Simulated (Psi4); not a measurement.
# MP2/cc-pVDZ run of GeH4O2 (SMILES [OH][GeH2][OH])

What is the vertical singlet–triplet gap of GeH4O2 at MP2/cc-pVDZ? 

The results are computed with Psi4 1.11.

3 further runs of the same task are left out: 3 set aside as unsound or not needed. Runs told in other sessions of the task aren't counted.

### 1 Starting point

GeH4O2: 7 atoms, total charge 0, spin state singlet. As SMILES, `[OH][GeH2][OH]`. The coordinates come from a PBE0-D4/def2-TZVP relaxation. This is one conformer, not always the lowest.

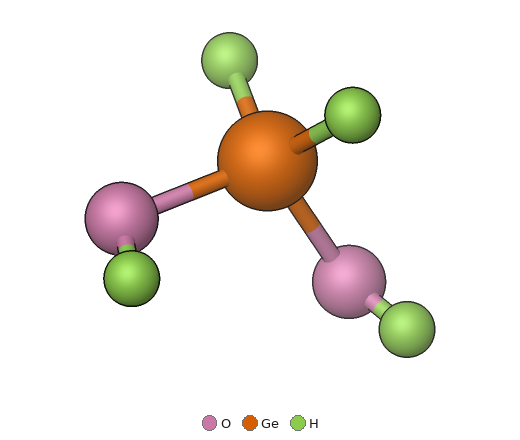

Viewed from a chosen angle; oxygen pink, germanium orange, hydrogen green.

### 2 A single-point energy at MP2/cc-pVDZ

input.in

```
memory 2200 MB

molecule mol {
  0 1
  O     -1.491300    -0.416000    -0.173900
  Ge     0.023500     0.377000     0.305300
  O      1.347400    -0.798900     0.400600
  H     -1.634900    -0.418700    -1.122100
  H      0.363400     1.460500    -0.739100
  H     -0.172500     0.863100     1.737300
  H      1.625600    -1.135200    -0.453800
  symmetry c1
}

set basis cc-pVDZ
set reference rhf
set puream true
set e_convergence 1e-09
set d_convergence 1e-08
set scf_type pk
set num_frozen_docc 11
set mp2_type conv

result = energy("mp2")
print_variables()
```

Launch:

```console
$ psi4 input.in input.out -n 1
```

input.out (excerpt; [...] marks lines left out):

```text
[...]
  Running in c1 symmetry.
[...]
  Nuclear repulsion =  219.679499594560724
[...]
  Multiplicity = 1
[...]
  Nalpha       = 26
  Nbeta        = 26
[...]
    Number of basis functions: 75
[...]
   @RHF iter   1: -2226.89304819905419   -4.23486e+00   1.44550e-02 DIIS/ADIIS
[...]
   @RHF iter  12: -2227.43200116010257   -2.72848e-12   2.76567e-09 DIIS
[...]
    Orbital Energies [Eh]
    ---------------------
    Doubly Occupied:
       1A   -405.319337     2A    -52.219270     3A    -46.308462
       4A    -46.308377     5A    -46.308165     6A    -20.554130
       7A    -20.553112     8A     -7.242678     9A     -5.218764
      10A     -5.218192    11A     -5.217053    12A     -1.693677
      13A     -1.690670    14A     -1.685216    15A     -1.682375
      16A     -1.682183    17A     -1.324347    18A     -1.303960
      19A     -0.758649    20A     -0.661860    21A     -0.625827
      22A     -0.548412    23A     -0.524127    24A     -0.497418
      25A     -0.479323    26A     -0.459303
[...]
  @RHF Final Energy: -2227.43200116010257
   => Energetics <=
    Nuclear Repulsion Energy =            219.6794995945607241
    One-Electron Energy =               -3542.0532283549241583
    Two-Electron Energy =                1094.9417276002609469
    Total Energy =                      -2227.4320011601025726
[...]
 Multipole Moments:
 ------------------------------------------------------------------------------------
     Multipole            Electronic (a.u.)      Nuclear  (a.u.)        Total (a.u.)
 ------------------------------------------------------------------------------------
 L = 1.  Multiply by 2.5417464519 to convert [e a0] to [Debye]
 Dipole X            :          0.2194352           -0.0702225            0.1492128
 Dipole Y            :          2.7934071           -2.3478850            0.4455221
 Dipole Z            :          1.0579301           -2.0944336           -1.0365034
 Magnitude           :                                                    1.1380219
[...]
	SCS-MP2 Total Energy (a.u.)        : -2227.92157509544768
	SOS-MP2 Total Energy (a.u.)        : -2227.87921120135024
	SCSN-MP2 Total Energy (a.u.)       : -2227.65568252093499
[...]
	SOS-PI-MP2 Total Energy (a.u.)     : -2227.95374620822486
[...]
	MP2 Total Energy (a.u.)            : -2227.93176787676657
[...]
```

It took 8.4 s on 1 thread of AMD EPYC 9R45 (Zen 5), shared host; peak memory 0.45 GiB.

### 3 The triplet, same level

calc.dat

```
memory 2200 mb

molecule {
  0 3
  O     -1.491300    -0.416000    -0.173900
  Ge     0.023500     0.377000     0.305300
  O      1.347400    -0.798900     0.400600
  H     -1.634900    -0.418700    -1.122100
  H      0.363400     1.460500    -0.739100
  H     -0.172500     0.863100     1.737300
  H      1.625600    -1.135200    -0.453800
  units angstrom
  symmetry c1
}

set globals {
  reference uhf
  puream true
  e_convergence 1e-09
  d_convergence 1e-08
  scf_type pk
  num_frozen_docc 11
  mp2_type conv
  maxiter 100
}

energy('mp2/cc-pVDZ')
```

Launch:

```console
$ psi4 calc.dat calc.out -n 1
```

calc.out (excerpt; [...] marks lines left out):

```text
[...]
  Running in c1 symmetry.
[...]
  Nuclear repulsion =  219.679499594560724
[...]
  Multiplicity = 3
[...]
  Nalpha       = 27
  Nbeta        = 25
[...]
    Number of basis functions: 75
[...]
   @UHF iter   1: -2226.47590405437450   -3.81772e+00   1.48775e-02 ADIIS/DIIS
[...]
   @UHF iter  26: -2227.18356719474559   -5.00222e-12   7.12867e-09 DIIS
[...]
   @S^2 Observed:                2.007591818E+00
[...]
  @UHF Final Energy: -2227.18356719474559
   => Energetics <=
    Nuclear Repulsion Energy =            219.6794995945607241
    One-Electron Energy =               -3539.8781372996663777
    Two-Electron Energy =                1093.0150705103599194
    Total Energy =                      -2227.1835671947455921
  UHF NO Occupations:
  HONO-2 :   25  A 1.9979145
  HONO-1 :   26  A 1.0000000
  HONO-0 :   27  A 1.0000000
  LUNO+0 :   28  A 0.0020855
  LUNO+1 :   29  A 0.0006546
[...]
 Multipole Moments:
 ------------------------------------------------------------------------------------
     Multipole            Electronic (a.u.)      Nuclear  (a.u.)        Total (a.u.)
 ------------------------------------------------------------------------------------
 L = 1.  Multiply by 2.5417464519 to convert [e a0] to [Debye]
 Dipole X            :          0.2438409           -0.0702225            0.1736184
 Dipole Y            :          2.9202521           -2.3478850            0.5723671
 Dipole Z            :          2.0489464           -2.0944336           -0.0454871
 Magnitude           :                                                    0.5998471
[...]
	SCS-MP2 Total Energy (a.u.)        : -2227.63524619927875
	SOS-MP2 Total Energy (a.u.)        : -2227.59575082690390
	SCSN-MP2 Total Energy (a.u.)       : -2227.39210276088488
[...]
	SOS-PI-MP2 Total Energy (a.u.)     : -2227.66444809893028
[...]
	MP2 Total Energy (a.u.)            : -2227.64553967200209
[...]
```

Run time: 9 s. Hardware: 1 thread of AMD EPYC 9R45 (Zen 5), shared host; peak memory 0.45 GiB.

### 4 Summary of results

Level: MP2/cc-pVDZ, 11 core orbitals frozen.

| quantity | value |
| --- | --- |
| singlet: total energy | -2227.93177 Eh |
| singlet: HOMO energy (Hartree–Fock orbitals) | -12.50 eV |
| singlet: LUMO energy (Hartree–Fock orbitals) | 4.13 eV |
| singlet: HOMO–LUMO gap (Hartree–Fock orbitals) | 16.63 eV |
| singlet: correlation energy (11 core orbitals frozen) | -499.8 mEh |
| triplet: total energy | -2227.64554 Eh |
| triplet: HOMO energy (Hartree–Fock orbitals) (highest over α and β) | -3.85 eV |
| triplet: LUMO energy (Hartree–Fock orbitals) (lowest over α and β) | -0.26 eV |
| triplet: correlation energy (11 core orbitals frozen) | -462.0 mEh |
| triplet: ⟨S²⟩ of the reference determinant | 2.008 |
| vertical energy of the triplet above the singlet | 7.789 eV |

**Reading.** At this shape the triplet lies 7.79 eV (180 kcal/mol) above the singlet.
